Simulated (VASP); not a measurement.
Band structure of Ir (fcc). Level of theory: LDA (Ceperley-Alder, Perdew-Zunger), VASP's LDA PAW potentials (set 64) (plane waves; VASP).

Unless said otherwise, spin-orbit coupling is left out, though it shifts the bands of the heavy elements here.

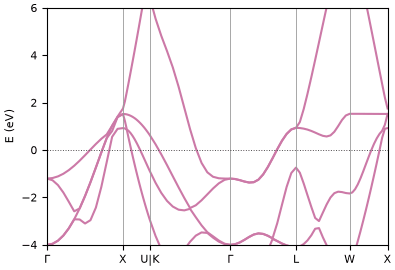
*Bands along high-symmetry lines, zero at the valence-band maximum or, without a gap, the Fermi level*

Task: Read the plot: is there a gap, and where are the band edges?

Result: It has no gap at this level: it comes out as a metal or semimetal. (Edges off the drawn lines would not show.)

The compound is Ir in the fcc structure. It was relaxed first.
